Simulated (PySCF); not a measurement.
Run report: C3H3ClO2, saddle-point search

C3H3ClO2 (2-chloroacrylic acid), computed with B3LYP-D3(BJ)/def2-SVP saddle search from the GFN2-xTB point and Hessian, gas phase (PySCF 2.14.0).

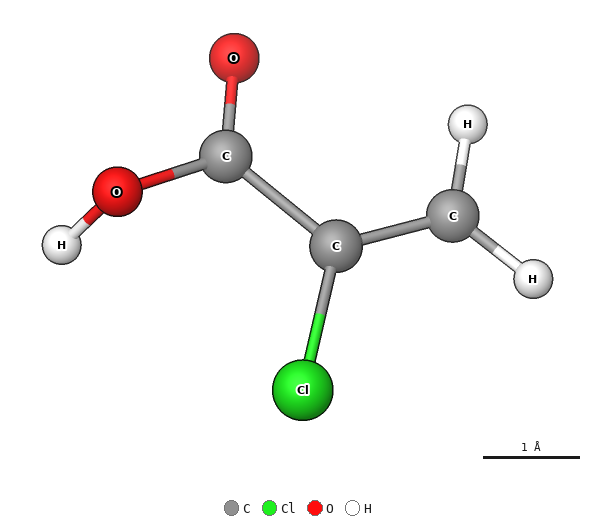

**Figure 1.** The starting structure (ball-and-stick view, seen at a tilt). Bond lengths as drawn: C–C 1.33 to 1.49 Å, C–Cl 1.73 Å, C–H 1.08 Å, C–O 1.20 to 1.36 Å and H–O 0.96 Å.

**The input**
```
{"job": {"xc": "B3LYP", "basis": "def2-SVP", "kind": "refine"}, "charge": 0, "multiplicity": 1}
C     -1.025648     0.461492     1.114644
C     -0.088559     0.477876     0.172700
Cl     0.559394     1.946640    -0.461306
C      0.469443    -0.786657    -0.396946
O      0.030908    -1.863797    -0.116861
O      1.552745    -0.620758    -1.199284
H     -1.390031    -0.486045     1.473072
H     -1.436309     1.360426     1.538600
H      1.328056    -0.489177    -2.124617
```

The first line tells a small driver script what to run in PySCF; the rest is the geometry in Å.

Machine: 1 CPU thread, shared host.

Run as:
```bash
OMP_NUM_THREADS=1 python <driver script> task.json out
```

**Log**
```
step      E/eV     max force
  0    -19767.00231   0.5864
  1    -19767.02784   0.1188
  2    -19767.02940   0.0518
  3    -19767.02944   0.0114
```

**Trajectory as extended XYZ (Å, eV, eV/Å), 4 frames, from step=0 to step=3**
```
9
Properties=species:S:1:pos:R:3:forces:R:3 step=0 energy=-19767.00231
C    -1.0256    0.4615    1.1146   -0.0930  -0.0580   0.0710
C    -0.0886    0.4779    0.1727    0.1710  -0.0260  -0.1070
Cl    0.5594    1.9466   -0.4613    0.0990   0.5460  -0.1350
C     0.4694   -0.7867   -0.3969    0.1110  -0.0400  -0.2420
O     0.0309   -1.8638   -0.1169   -0.1640  -0.3380   0.1490
O     1.5527   -0.6208   -1.1993    0.3470  -0.1590   0.2090
H    -1.3900   -0.4860    1.4731   -0.1520  -0.5370   0.1330
H    -1.4363    1.3604    1.5386   -0.1600   0.5360   0.1760
H     1.3281   -0.4892   -2.1246   -0.1570   0.0750  -0.2540
9
Properties=species:S:1:pos:R:3:forces:R:3 step=1 energy=-19767.02784
C    -1.0235    0.4568    1.1188   -0.0320   0.0220   0.0500
C    -0.0795    0.4952    0.1721   -0.0160   0.0460  -0.0130
Cl    0.5329    2.0103   -0.4516    0.0110  -0.1180   0.0080
C     0.4741   -0.7817   -0.4058   -0.0230  -0.0340   0.0180
O     0.0033   -1.8507   -0.1273    0.0500   0.0310  -0.0370
O     1.5749   -0.6386   -1.1941   -0.0230   0.0490  -0.0770
H    -1.3768   -0.5177    1.4647    0.0090   0.0410  -0.0130
H    -1.4391    1.3689    1.5509    0.0040  -0.0220  -0.0070
H     1.3336   -0.5425   -2.1279    0.0200  -0.0150   0.0720
9
Properties=species:S:1:pos:R:3:forces:R:3 step=2 energy=-19767.02940
C    -1.0304    0.4589    1.1166   -0.0110   0.0030   0.0110
C    -0.0783    0.4896    0.1776    0.0080   0.0150  -0.0140
Cl    0.5541    1.9951   -0.4410   -0.0040  -0.0110   0.0050
C     0.4814   -0.7847   -0.4007    0.0110   0.0150   0.0050
O     0.0319   -1.8595   -0.1137   -0.0160  -0.0170   0.0050
O     1.5681   -0.6274   -1.2062   -0.0040   0.0080  -0.0510
H    -1.3945   -0.5115    1.4599    0.0030   0.0040  -0.0010
H    -1.4437    1.3741    1.5431    0.0000  -0.0090  -0.0010
H     1.3115   -0.5346   -2.1355    0.0120  -0.0070   0.0410
9
Properties=species:S:1:pos:R:3:forces:R:3 step=3 energy=-19767.02944
C    -1.0300    0.4590    1.1167    0.0000  -0.0010  -0.0010
C    -0.0784    0.4906    0.1770    0.0000  -0.0020   0.0010
Cl    0.5537    1.9951   -0.4421    0.0000   0.0010  -0.0010
C     0.4811   -0.7844   -0.4007   -0.0020  -0.0010  -0.0020
O     0.0294   -1.8586   -0.1141    0.0010   0.0010  -0.0010
O     1.5684   -0.6286   -1.2061    0.0030   0.0010   0.0110
H    -1.3923   -0.5119    1.4600    0.0000   0.0010   0.0000
H    -1.4446    1.3731    1.5437    0.0000   0.0010   0.0010
H     1.3127   -0.5342   -2.1344   -0.0030  -0.0010  -0.0080
```

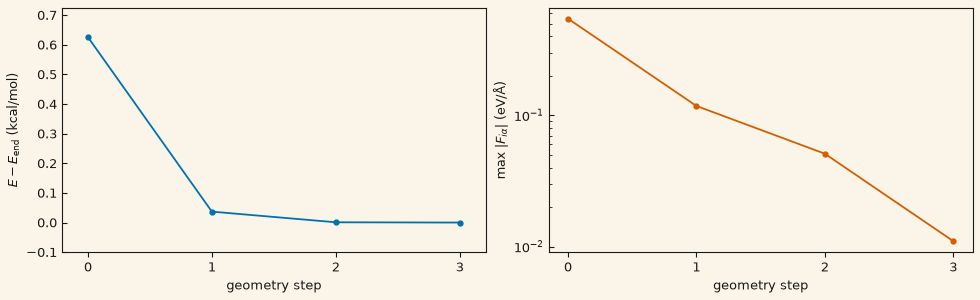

**Figure 2.** Progress of the saddle-point search, step by step (steps are counted from 0).

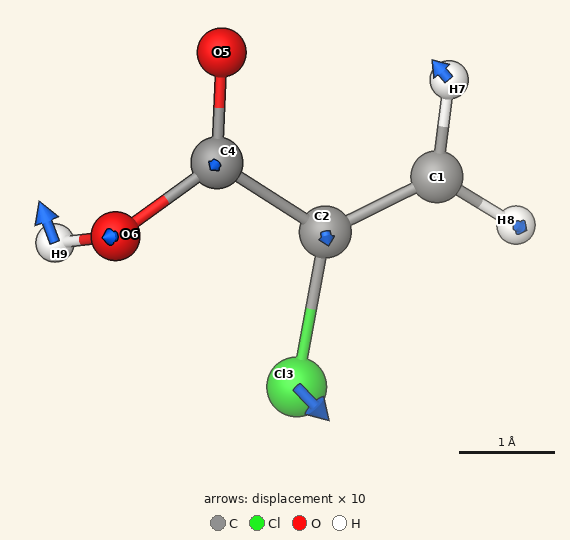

**Figure 3.** The starting structure with the displacements as blue arrows, magnified 10 times (ball-and-stick view, seen at a tilt). The two geometries are laid on each other by the best rigid fit. Cl3 moves most after the best rigid fit: 0.052 Å. Largest moves by element: Cl 0.052 Å, H 0.049 Å, O 0.019 Å, C 0.017 Å. Among the contacts that change: C2–Cl3 1.726 → 1.745 Å, C1–H7 1.077 → 1.092 Å, C2–C4 1.495 → 1.507 Å, C1–C2 1.329 → 1.338 Å. After 3 geometry steps the energy has fallen by 0.63 kcal/mol. Largest force component: 0.55 eV/Å at the start, 0.011 eV/Å at the end. (Atoms are counted from 1 in the order of the input.)

**Key numbers**

- outcome: converged
- total energy: −726.424939 hartree
- wall time: 34 s
- peak memory: 0.53 GiB
